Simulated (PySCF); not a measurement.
# Tc⁺: dipole response in ANO-RCC-VTZP

Aim: the static polarisability and the C₆ coefficient of Tc⁺, method by method.

Method: unrestricted determinants in a Gaussian basis, no spin-orbit coupling in the energies. Code: PySCF 2.14.0.

## 1. Starting point

```
Element     : technetium (Z = 43)
Basis       : ANO-RCC-VTZP
Hamiltonian : scalar relativity by spin-free X2C-1e
State 1     : Tc⁺: [Kr] 4d5 5s1, high-spin 7S determinant
Methods     : UHF, PBE, PBE0
```

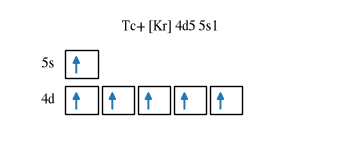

Occupation of the outer shells (arrows by Hund's rule).

The runs were made by one driver on top of PySCF. The scripts below sum up each run's settings (the driver also hands on starting orbitals that pick excited configurations, and frozen orbitals as a list rather than a count), and the logs come from the driver's own runs. The driver starts from symmetry-adapted Hartree-Fock orbitals, holds the occupation by maximum overlap and uses a logarithmic radial grid for functionals, so a plain start would take other cycles.

The integrals over 68 functions and the set-up took 8.4 s of CPU time.

## 2. Tc⁺

#### UHF

Contents of input.py:

```python
from pyscf import gto, scf, dft, mp, cc
import basis_set_exchange as bse
mol = gto.M(atom="Tc 0 0 0", charge=1, spin=6, symmetry="D2h",
            basis=gto.basis.parse(bse.get_basis("ANO-RCC-VTZP", elements=["Tc"], fmt="nwchem")),
            nucmod="G")
mf = scf.UHF(mol).sfx2c1e()
mf.irrep_nelec = {'Ag': (9, 6), 'B1g': (2, 1), 'B2g': (2, 1), 'B3g': (2, 1), 'B1u': (3, 3), 'B2u': (3, 3), 'B3u': (3, 3)}
mf.kernel()
```

Log:

```text
damping factor = 0
level_shift factor = 0
DIIS = <class 'pyscf.scf.diis.CDIIS'>
diis_start_cycle = 1
diis_space = 10
diis_damp = 0
SCF conv_tol = 1e-09
SCF conv_tol_grad = None
number electrons alpha = 24  beta = 18
cycle= 1 E= -4282.71965733548  delta_E= -9.09e-12  |g|= 2.82e-06  |ddm|= 5.39e-06
converged SCF energy = -4282.71965733548  <S^2> = 12.002159  2S+1 = 7.0006169
```

CPU time 2 s on a shared host, the integrals not counted.

The occupied shells:

| shell | electrons | mean orbital energy (eV) | spread (eV) | rms radius (bohr) |
| --- | --- | --- | --- | --- |
| 1s α | 1 | -21164.8 | 0 | 0.0394 |
| 1s β | 1 | -21164.8 | 0 | 0.0394 |
| 2s α | 1 | -3104.3 | 0 | 0.162 |
| 2s β | 1 | -3103.1 | 0 | 0.162 |
| 2p α | 3 | -2773.6 | 0 | 0.144 |
| 2p β | 3 | -2772.5 | 0 | 0.144 |
| 3s α | 1 | -580.51 | 0 | 0.442 |
| 3s β | 1 | -579.81 | 0 | 0.442 |
| 3p α | 3 | -468.78 | 0 | 0.446 |
| 3p β | 3 | -468.04 | 0 | 0.446 |
| 3d α | 5 | -288.14 | 0 | 0.435 |
| 3d β | 5 | -286.47 | 0 | 0.435 |
| 4s α | 1 | -100.88 | 0 | 1.13 |
| 4s β | 1 | -93.331 | 0 | 1.13 |
| 4p α | 3 | -68.381 | 0 | 1.26 |
| 4p β | 3 | -58.697 | 0 | 1.26 |
| 4d α | 5 | -21.493 | 0 | 1.78 |
| 5s α | 1 | -14.439 | 0 | 3.28 |

⟨S²⟩ = 12.002, ⟨L²⟩ = 0.00.

The driver then solved the coupled dipole response at imaginary frequencies: mean α = 46.22 bohr³, C₆ = 344.3 au for a like pair.

#### PBE

input.py, as changed from the run before:

```diff
@@ -5,3 +5,3 @@
             nucmod="G")
-mf = scf.UHF(mol).sfx2c1e()
+mf = dft.UKS(mol, xc="PBE").sfx2c1e()
 mf.irrep_nelec = {'Ag': (9, 6), 'B1g': (2, 1), 'B2g': (2, 1), 'B3g': (2, 1), 'B1u': (3, 3), 'B2u': (3, 3), 'B3u': (3, 3)}
```

Log:

```text
damping factor = 0
level_shift factor = 0
DIIS = <class 'pyscf.scf.diis.CDIIS'>
diis_start_cycle = 1
diis_space = 10
diis_damp = 0
SCF conv_tol = 1e-09
SCF conv_tol_grad = None
number electrons alpha = 24  beta = 18
XC functionals = PBE
    J. P. Perdew, K. Burke, and M. Ernzerhof.,  Phys. Rev. Lett. 77, 3865 (1996)
    J. P. Perdew, K. Burke, and M. Ernzerhof.,  Phys. Rev. Lett. 78, 1396 (1997)
    J. P. Perdew, K. Burke, and M. Ernzerhof.,  Phys. Rev. Lett. 77, 3865 (1996)
    J. P. Perdew, K. Burke, and M. Ernzerhof.,  Phys. Rev. Lett. 78, 1396 (1997)
cycle= 1 E= -4284.51522873615  delta_E= -0.0121  |g|= 0.0465  |ddm|= 0.115
cycle= 2 E= -4284.51532362151  delta_E= -9.49e-05  |g|= 0.0202  |ddm|= 0.0123
cycle= 3 E= -4284.51536856034  delta_E= -4.49e-05  |g|= 0.00654  |ddm|= 0.00917
cycle= 4 E= -4284.51537949795  delta_E= -1.09e-05  |g|= 0.000259  |ddm|= 0.00348
cycle= 5 E= -4284.51537952379  delta_E= -2.58e-08  |g|= 1.54e-05  |ddm|= 0.00021
cycle= 6 E= -4284.51537952388  delta_E= -9.55e-11  |g|= 1.14e-07  |ddm|= 1.17e-05
converged SCF energy = -4284.51537952388  <S^2> = 12.000494  2S+1 = 7.000141
```

CPU time 4.4 s on a shared host, the integrals not counted.

The driver then solved the coupled dipole response at imaginary frequencies: mean α = 33.11 bohr³, C₆ = 237.9 au for a like pair.

#### PBE0

input.py, as changed from the run before:

```diff
@@ -5,3 +5,3 @@
             nucmod="G")
-mf = dft.UKS(mol, xc="PBE").sfx2c1e()
+mf = dft.UKS(mol, xc="PBE0").sfx2c1e()
 mf.irrep_nelec = {'Ag': (9, 6), 'B1g': (2, 1), 'B2g': (2, 1), 'B3g': (2, 1), 'B1u': (3, 3), 'B2u': (3, 3), 'B3u': (3, 3)}
```

Log:

```text
damping factor = 0
level_shift factor = 0
DIIS = <class 'pyscf.scf.diis.CDIIS'>
diis_start_cycle = 1
diis_space = 10
diis_damp = 0
SCF conv_tol = 1e-09
SCF conv_tol_grad = None
number electrons alpha = 24  beta = 18
XC functionals = PBE0
    C. Adamo and V. Barone.,  J. Chem. Phys. 110, 6158 (1999)
    M. Ernzerhof and G. E. Scuseria.,  J. Chem. Phys. 110, 5029 (1999)
cycle= 1 E= -4284.59164949631  delta_E= -0.00643  |g|= 0.0244  |ddm|= 0.0725
cycle= 2 E= -4284.591732348  delta_E= -8.29e-05  |g|= 0.00425  |ddm|= 0.0128
cycle= 3 E= -4284.59173581129  delta_E= -3.46e-06  |g|= 0.00169  |ddm|= 0.00307
cycle= 4 E= -4284.59173647486  delta_E= -6.64e-07  |g|= 0.000294  |ddm|= 0.000889
cycle= 5 E= -4284.59173649959  delta_E= -2.47e-08  |g|= 5.26e-06  |ddm|= 0.000236
cycle= 6 E= -4284.59173649961  delta_E= -1.64e-11  |g|= 2.17e-07  |ddm|= 6.68e-06
converged SCF energy = -4284.59173649961  <S^2> = 12.000707  2S+1 = 7.0002019
```

CPU time 5.4 s on a shared host, the integrals not counted.

The driver then solved the coupled dipole response at imaginary frequencies: mean α = 35.40 bohr³, C₆ = 254.8 au for a like pair.

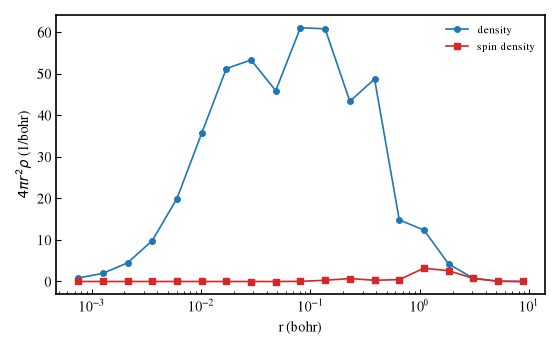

Radial density 4πr²ρ of Tc⁺ at UHF, without picture-change correction, at 19 stored radii joined by straight lines.

## 3. The response side by side

Tc⁺, in atomic units:

```
method  mean α  C₆ (like pair)  S(−4)
   UHF   46.22           344.3   1538
   PBE   33.11           237.9  658.7
  PBE0   35.40           254.8  790.2
```

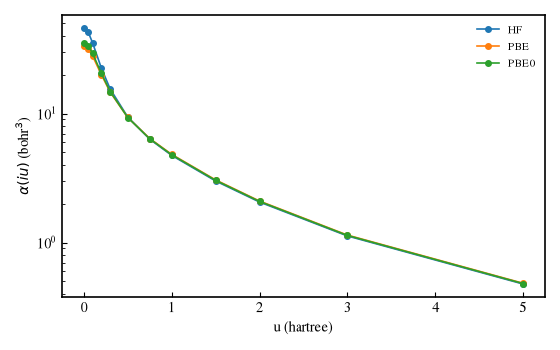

α(iu) of Tc⁺, the polarisability at imaginary frequency, on a logarithmic scale.

## 4. Outcome

| quantity | value |
| --- | --- |
| α of Tc⁺ | 33.11 (PBE) to 46.22 (UHF) bohr³ |

What this shows: A single London oscillator with the computed α and C₆ of Tc⁺ at UHF would have ω = 4 C₆ / (3 α²) = 0.215 hartree. All values hold for this basis alone; no basis-set limit was taken.
